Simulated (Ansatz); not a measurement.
```yaml
crystal:
  periodic: [false, false, false]
  atoms:
    - {symbol: Ge, position_ang: [0.141079, -0.018623, -0.123777]}
    - {symbol: Br, position_ang: [-1.542406, -0.171285, 1.434791]}
    - {symbol: H, position_ang: [0.152091, 1.754836, -0.794253]}
    - {symbol: H, position_ang: [-0.173870, -0.991571, -1.263531]}
    - {symbol: H, position_ang: [1.470603, -0.304808, 0.580014]}
basis:
  gaussian: {orbitals: def2-TZVPP}
hamiltonian: {xc: pbe, dispersion: d4}
```

Geometry: relaxed with PBE0-D4/def2-TZVP with one coordinate held away from its value at the minimum.

What structure does this define?

Formula BrGeH3. Its SMILES string is `[GeH3][Br]`. Coordination: 1 Ge tetrahedral.

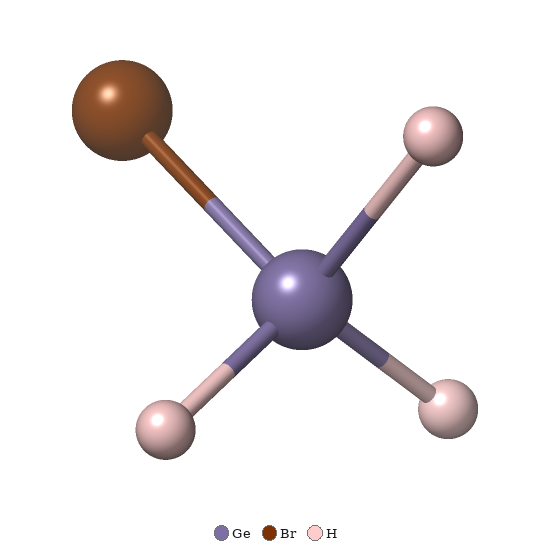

Figure made from data computed with Ansatz.
